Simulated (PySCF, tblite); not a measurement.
# C5H4FN2−: geometry, infrared bands and NMR shifts

Wanted: the infrared bands and NMR shifts of C5H4FN2− (`C=Cc1nc(F)c[n-]1`), by calculation.

Computed with tblite 0.8.0 and PySCF 2.14.0, with density-fitted response routines of our own, on a single molecule in the gas phase. Atoms count from 0, in the outputs and in this text.

## Step 1: Starting geometry

12 atoms, charge -1, multiplicity 1; geometry from: force field or distance geometry start.

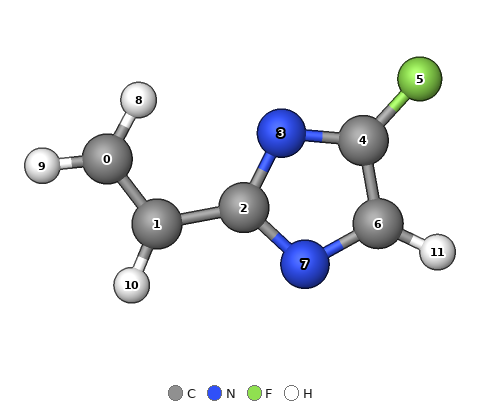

As it starts; carbon grey, nitrogen blue, fluorine green, hydrogen white, atoms numbered; sticks join atoms by distance.

## Step 2: Optimising the geometry with GFN2-xTB

The job: settings as JSON, then the geometry in Å.

```
{"job": {"kind": "relax", "xc": "GFN2-xTB", "basis": "xTB"}, "charge": -1, "multiplicity": 1}
C      2.254400     0.440700     0.627600
C      1.503000    -0.607800     0.275300
C      0.115600    -0.346000    -0.022900
N     -0.516300     0.856400    -0.012300
C     -1.812700     0.734900    -0.338400
F     -2.737000     1.729300    -0.430500
C     -1.999300    -0.604500    -0.598400
N     -0.821100    -1.260600    -0.394600
H      1.725300     1.390500     0.640200
H      3.281000     0.330300     0.876900
H      1.935000    -1.597400     0.243900
H     -2.926700    -1.066400    -0.892800
```

Command:

```sh
OMP_NUM_THREADS=1 python probes_run.py task.json out
```

One launch serves the whole session: the jobs run in the order shown.

The program printed:

```text
step      E/eV     max force
  0    -639.47569    3.474
  1    -639.77608    1.417
  2    -639.86020    0.764
  3    -639.89957    0.810
  4    -639.93514    0.562
  5    -639.95344    0.399
  6    -639.96648    0.331
  7    -639.97664    0.256
  8    -639.98163    0.221
  9    -639.98375    0.116
 10    -639.98539    0.141
 11    -639.98813    0.226
 12    -639.99220    0.273
 13    -639.99677    0.231
 14    -640.00053    0.208
 15    -640.00318    0.193
 16    -640.00580    0.176
 17    -640.00946    0.205
 18    -640.01291    0.157
 19    -640.01501    0.137
 20    -640.01643    0.111
 21    -640.01727    0.076
 22    -640.01777    0.060
 23    -640.01809    0.032
 24    -640.01823    0.026
 25    -640.01830    0.024
 26    -640.01833    0.016
 27    -640.01836    0.013
 28    -640.01837    0.010
 29    -640.01838    0.009
```

Wall time 0.11 s (1 thread of Arm Neoverse V2, shared host).

Relaxation path:

| step | energy from step 0 (eV) | largest force (eV/Å) |
| --- | --- | --- |
| 0 | 0.0000 | 3.4743 |
| 1 | -0.3004 | 1.4166 |
| 2 | -0.3845 | 0.7638 |
| 3 | -0.4239 | 0.8104 |
| 4 | -0.4595 | 0.5620 |
| 5 | -0.4778 | 0.3991 |
| 6 | -0.4908 | 0.3307 |
| 7 | -0.5009 | 0.2560 |
| 8 | -0.5059 | 0.2211 |
| 9 | -0.5081 | 0.1159 |
| 10 | -0.5097 | 0.1409 |
| 11 | -0.5124 | 0.2259 |
| 12 | -0.5165 | 0.2725 |
| 13 | -0.5211 | 0.2305 |
| 14 | -0.5248 | 0.2081 |
| 15 | -0.5275 | 0.1934 |
| 16 | -0.5301 | 0.1761 |
| 17 | -0.5338 | 0.2055 |
| 18 | -0.5372 | 0.1573 |
| 19 | -0.5393 | 0.1369 |
| 20 | -0.5407 | 0.1114 |
| 21 | -0.5416 | 0.0760 |
| 22 | -0.5421 | 0.0595 |
| 23 | -0.5424 | 0.0320 |
| 24 | -0.5425 | 0.0262 |
| 25 | -0.5426 | 0.0235 |
| 26 | -0.5426 | 0.0159 |
| 27 | -0.5427 | 0.0131 |
| 28 | -0.5427 | 0.0097 |
| 29 | -0.5427 | 0.0093 |

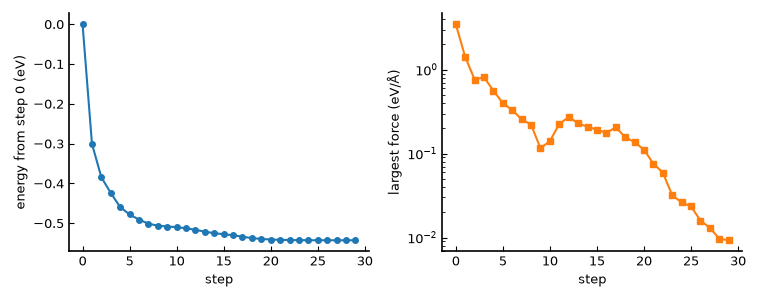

Energy and force, step by step.

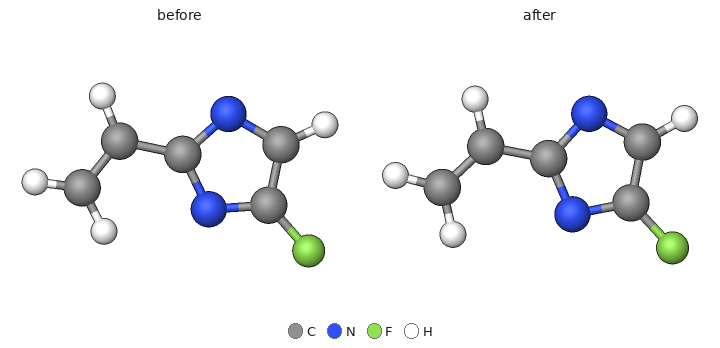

Before and after, at one scale.

Close pairs (by a distance rule), those that changed most:

| bond | before (Å) | after (Å) | change (Å) |
| --- | --- | --- | --- |
| C0–H9 | 1.062 | 1.081 | +0.019 |
| C6–N7 | 1.364 | 1.347 | -0.017 |
| C1–C2 | 1.443 | 1.432 | -0.011 |
| C0–H8 | 1.087 | 1.076 | -0.011 |
| C4–F5 | 1.361 | 1.372 | +0.011 |
| C2–N7 | 1.361 | 1.350 | -0.011 |
| N3–C4 | 1.342 | 1.332 | -0.011 |
| C1–H10 | 1.080 | 1.085 | +0.005 |

The final coordinates are the input of the step that follows.

## Step 3: Infrared spectrum with GFN2-xTB

The job: settings as JSON, then the geometry in Å.

```
{"job": {"kind": "ir", "xc": "GFN2-xTB", "basis": "xTB"}, "charge": -1, "multiplicity": 1}
C      2.297615     0.433905     0.639477
C      1.407984    -0.492303     0.276914
C      0.030754    -0.253180    -0.032435
N     -0.557362     0.966754     0.001818
C     -1.809635     0.686637    -0.353934
F     -2.769469     1.661835    -0.449339
C     -1.980470    -0.662660    -0.597497
N     -0.792343    -1.262216    -0.389143
H      2.006585     1.466687     0.722516
H      3.327264     0.190323     0.860608
H      1.702122    -1.533828     0.193756
H     -2.861847    -1.202638    -0.898769
```

The program printed:

```text
mode    cm-1     km/mol
  1     123.1      0.14
  2     159.5      0.96
  3     196.5      0.05
  4     346.4     10.28
  5     368.8      4.00
  6     485.0      4.04
  7     585.9     36.39
  8     604.6     11.11
  9     619.2      5.59
 10     722.3      8.59
 11     722.9      0.51
 12     761.1      2.95
 13     799.4     21.10
 14     983.6     15.20
 15    1003.1      9.53
 16    1021.9     78.60
 17    1055.2      3.46
 18    1113.6     47.77
 19    1258.8      8.80
 20    1321.0     43.55
 21    1354.0     44.19
 22    1373.4     31.28
 23    1432.9    130.57
 24    1456.4    152.02
 25    1477.3     72.95
 26    1657.1    131.57
 27    3015.2     71.62
 28    3047.2    146.06
 29    3085.4    174.55
 30    3121.5     64.76
```

Wall time 0.22 s (1 thread of Arm Neoverse V2, shared host).

The strongest bands and the atoms that carry them (share of the mass-weighted mode):

| cm⁻¹ | km/mol | atoms |
| --- | --- | --- |
| 1022 | 78.6 | C6 34 %, N3 31 %, C4 18 % |
| 1433 | 130.6 | C4 24 %, C2 22 %, H9 12 %, C6 10 % |
| 1456 | 152.0 | C4 43 %, C6 30 % |
| 1477 | 73.0 | C2 34 %, C4 26 %, N3 13 % |
| 1657 | 131.6 | C1 51 %, C0 36 % |
| 3015 | 71.6 | H10 86 % |
| 3047 | 146.1 | H9 85 % |
| 3085 | 174.6 | H11 92 % |

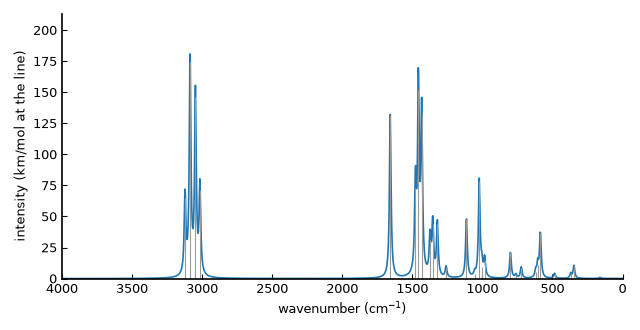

The infrared spectrum from these modes, unscaled. Lines are broadened to a width of 14 cm⁻¹ (Lorentzian).

## Step 4: NMR shieldings: PBE0/pcSseg-1

Settings changed since step 3:

```diff
@@ -1,2 +1,2 @@
-{"job": {"kind": "ir", "xc": "GFN2-xTB", "basis": "xTB"}, "charge": -1, "multiplicity": 1}
+{"job": {"kind": "nmr", "xc": "PBE0", "basis": "pcSseg-1"}, "charge": -1, "multiplicity": 1}
 C      2.297615     0.433905     0.639477
```

Method: GIAO PBE0/pcSseg-1 NMR shielding, non-relativistic, gas phase.

The program printed:

```text
coarse grid: 11120 points
cycle   1  E = -401.6760444997  dE =  1.426e+00  |g| = 6.198e-01  |ddm| = 3.408e+00
cycle   2  E = -401.6357934143  dE =  4.025e-02  |g| = 8.073e-01  |ddm| = 1.430e+00
cycle   3  E = -401.7620709146  dE = -1.263e-01  |g| = 1.221e-01  |ddm| = 7.343e-01
cycle   4  E = -401.7652195019  dE = -3.149e-03  |g| = 4.578e-02  |ddm| = 1.416e-01
cycle   5  E = -401.7656320409  dE = -4.125e-04  |g| = 1.784e-02  |ddm| = 5.199e-02
cycle   6  E = -401.7656996902  dE = -6.765e-05  |g| = 4.315e-03  |ddm| = 1.766e-02
cycle   7  E = -401.7657027701  dE = -3.080e-06  |g| = 2.179e-03  |ddm| = 5.044e-03
final grid: 111120 points
cycle   8  E = -401.8174834998  dE = -3.462e-05  |g| = 7.393e-03  |ddm| = 3.102e-02
cycle   9  E = -401.8174715563  dE =  1.194e-05  |g| = 1.065e-02  |ddm| = 1.690e-02
cycle  10  E = -401.8174955815  dE = -2.403e-05  |g| = 2.021e-03  |ddm| = 9.964e-03
cycle  11  E = -401.8174965053  dE = -9.238e-07  |g| = 4.431e-04  |ddm| = 2.019e-03
cycle  12  E = -401.8174965407  dE = -3.538e-08  |g| = 1.681e-04  |ddm| = 4.498e-04
cycle  13  E = -401.8174965454  dE = -4.756e-09  |g| = 2.476e-05  |ddm| = 1.289e-04
cycle  14  E = -401.8174965455  dE = -1.129e-10  |g| = 1.406e-05  |ddm| = 4.213e-05
converged SCF energy = -401.8174965455

GIAO shielding tensors (ppm)
atom      isotropic    diamagn.    paramagn.     s11        s22        s33       span
  0 C       91.758     253.817    -162.059     -4.867    113.407    166.734    171.602
  1 C       40.966     250.835    -209.868    -73.136     52.729    143.306    216.443
  2 C       38.841     251.568    -212.727    -17.544     25.144    108.922    126.466
  3 N        1.750     336.549    -334.799   -175.142    -41.198    221.590    396.732
  4 C       16.655     255.966    -239.311    -39.473     39.809     49.629     89.102
  5 F      330.544     474.253    -143.709    250.427    364.403    376.802    126.375
  6 C       79.527     256.926    -177.399     19.972     87.564    131.045    111.074
  7 N      -46.663     333.799    -380.461   -261.349    -89.525    210.886    472.235
  8 H       26.375      32.446      -6.070     23.248     25.620     30.259      7.012
  9 H       27.743      29.457      -1.714     25.894     26.458     30.879      4.985
 10 H       25.286      31.170      -5.884     23.124     23.681     29.054      5.930
 11 H       25.586      32.259      -6.674     23.584     26.029     27.143      3.558
```

Wall time 14 s (1 thread of Arm Neoverse V2, shared host); peak memory 0.87 GiB.

Shifts follow as δ = σ(reference) − σ, with reference shieldings (ppm) from runs at the same level and on the same kind of geometry: 1H TMS 31.72, 13C TMS 186.9, 19F CFCl3 170.9, 15N NH3 267.7. The references are single molecules in the gas phase, so shifts against H2O, NH3, PH3, H3PO4 or CFCl3 are not on the usual liquid scales and can be off by tens of ppm.

| atoms | environment | σ (ppm) | δ (ppm) |
| --- | --- | --- | --- |
| C4 | aromatic carbon bearing fluorine | 16.7 | 170.3 |
| C2 | substituted aromatic carbon next to a ring nitrogen | 38.8 | 148.1 |
| C1 | alkene CH | 41.0 | 146.0 |
| C6 | aromatic CH next to a ring nitrogen | 79.5 | 107.4 |
| C0 | terminal =CH2 carbon | 91.8 | 95.2 |
| H10 | hydrogen on an alkene CH | 25.29 | 6.43 |
| H11 | hydrogen on an aromatic CH next to a ring nitrogen | 25.59 | 6.13 |
| H8 | hydrogen on a terminal =CH2 carbon | 26.38 | 5.34 |
| H9 | hydrogen on a terminal =CH2 carbon | 27.74 | 3.97 |
| N7 | pyridine-type nitrogen of an azole | -46.7 | 314.4 |
| N3 | pyridine-type nitrogen of an azole | 1.7 | 266.0 |
| F5 | aryl fluorine | 330.5 | -159.6 |

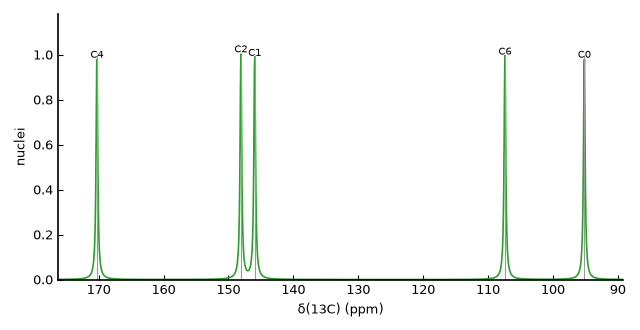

13C lines at the computed shifts, without couplings. Lines are broadened to a width of 0.30 ppm (Lorentzian).

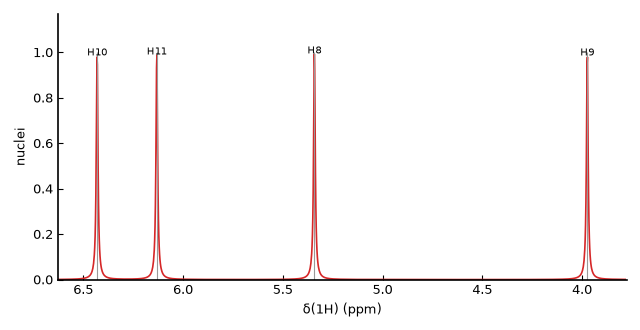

1H lines at the computed shifts, without couplings. Lines are broadened to a width of 0.01 ppm (Lorentzian).

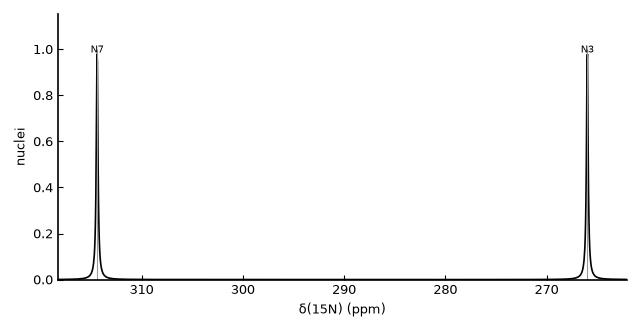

15N lines at the computed shifts, without couplings. Lines are broadened to a width of 0.19 ppm (Lorentzian).

Charges from the same density, by scheme (e):

| atoms | Mulliken | IAO | Hirshfeld | ESP fit |
| --- | --- | --- | --- | --- |
| C0 | -0.17 | -0.40 | -0.18 | -0.46 |
| C1 | -0.17 | -0.13 | -0.07 | -0.34 |
| C2 | 0.22 | 0.12 | 0.01 | 0.71 |
| N3 | -0.50 | -0.44 | -0.28 | -0.62 |
| C4 | 0.32 | 0.28 | 0.03 | 0.28 |
| F5 | -0.33 | -0.32 | -0.16 | -0.25 |
| C6 | -0.11 | -0.21 | -0.13 | -0.13 |
| N7 | -0.48 | -0.41 | -0.28 | -0.72 |

Hirshfeld charges:

| atom | value (e) |
| --- | --- |
| C0 | -0.18 |
| C1 | -0.07 |
| C2 | 0.01 |
| N3 | -0.28 |
| C4 | 0.03 |
| F5 | -0.16 |
| C6 | -0.13 |
| N7 | -0.28 |
| H8 | 0.01 |
| H9 | 0.01 |
| H10 | 0.02 |
| H11 | 0.01 |

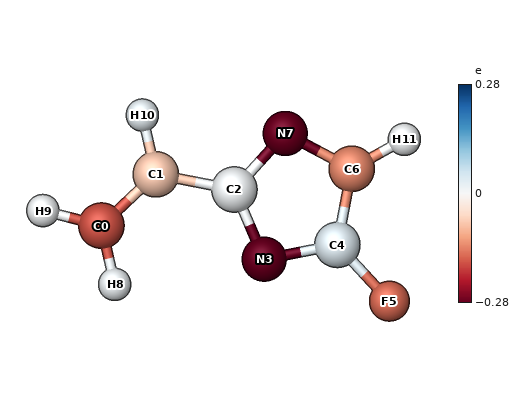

Hirshfeld charges, as colours on the atoms.

Mayer bond orders: C0–C1 1.86, C1–C2 1.15, C2–N3 1.38, N3–C4 1.50, C4–F5 0.92, C4–C6 1.40, C6–N7 1.41, N7–C2 1.42.

Ring of atoms C2, N3, C4, C6, N7: NICS(0) -11.9, NICS(1) -10.8, NICS(1)zz -27.6 ppm (means of both faces).

## Step 5: What came out

```
                                 quantity                                 value
strongest single infrared mode (GFN2-xTB)                 3085 cm⁻¹, 175 km/mol
             zero-point energy (GFN2-xTB)                         50.4 kcal/mol
   13C shifts against TMS (PBE0/pcSseg-1)  170.3, 148.1, 146.0, 107.4, 95.2 ppm
    1H shifts against TMS (PBE0/pcSseg-1)            6.43, 6.13, 5.34, 3.97 ppm
   15N shifts against NH3 (PBE0/pcSseg-1)                      314.4, 266.0 ppm
 19F shifts against CFCl3 (PBE0/pcSseg-1)                            -159.6 ppm
```

**Reading.** Over 29 steps the energy fell by 0.543 eV; of the close pairs, C0–H9 changed most, 1.062 to 1.081 Å. All 30 modes are real, so the xTB geometry is a minimum. The strongest single mode, at 3085 cm⁻¹, moves mainly H11. GFN2-xTB is a fitted tight-binding method: band positions and strengths are rough. Its intensities can rank the bands wrongly. At PBE0/pcSseg-1: The largest span, 472 ppm, is at N7, where the paramagnetic term is -380 ppm. NICS(1)zz of -28 ppm above the planar ring from C2 marks a diatropic (aromatic) ring current.
